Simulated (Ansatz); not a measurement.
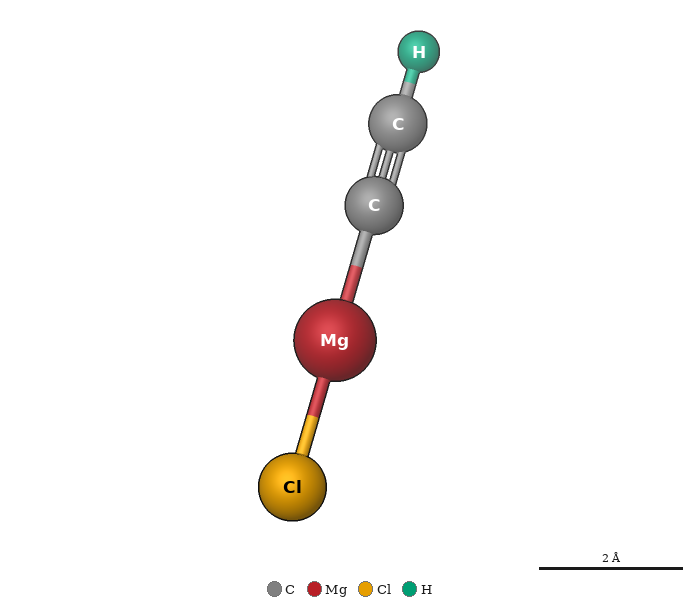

Distant atoms are faded towards the background colour. Computed geometry: PBE0-D4/def2-TZVP optimisation. No frequency run is at hand to confirm it as a minimum. Masses are those of the most abundant isotopes; constants are for the rigid equilibrium geometry.

**What kind of rotor is it, and what are its rotational constants in cm⁻¹?**

A linear rotor (C∞v) with B = 0.0475 cm⁻¹.
